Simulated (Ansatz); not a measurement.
TiO$_{2}$ (anatase)

```
TiO2
1.0
   -1.89921     1.89921     4.85192
    1.89921    -1.89921     4.85192
    1.89921     1.89921    -4.85192
Ti O
2 4
Direct
  0.50000   0.50000   0.00000
  0.25000   0.75000   0.50000
  0.29360   0.29360   0.00000
  0.04360   0.54360   0.50000
  0.45640   0.95640   0.50000
  0.70640   0.70640   0.00000
```

E(V) scan at fixed shape, V₀ the volume above. The atoms relax within the cell's symmetry.

These are PBE (plane waves to 420 eV, PAW, scalar-relativistic; Ansatz, a program for electronic structure) values and carry that method's errors. k mesh 12×12×12 (Γ-centred), Fermi-Dirac smearing 0.05 eV. E stands for the smeared free energy. With the shape held, the modulus is that of even scaling; a crystal free to change shape is softer. The PAW data are Ansatz's earlier set. TiO2 is run without spin polarisation. TiO2 was relaxed with its symmetry unable to fall. ΔE is measured from the relaxed starting cell.

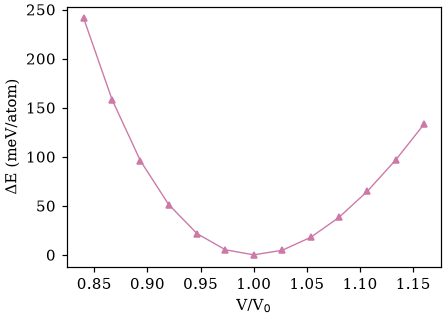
ΔE (meV/atom) against V/V₀; one marker a computed point.

### Question
What is ΔE at V/V₀ = 1.160?

### Answer
About 130 meV/atom.

### Question
What is ΔE at V/V₀ = 0.840?

### Answer
About 240 meV/atom.

### Question
What bulk modulus at fixed cell shape B₀ follows from a third-order Birch-Murnaghan fit?

### Answer
About 190 GPa.

(A scan under strain: stresses follow from slopes of the energy per volume, elastic moduli from its curvatures.)
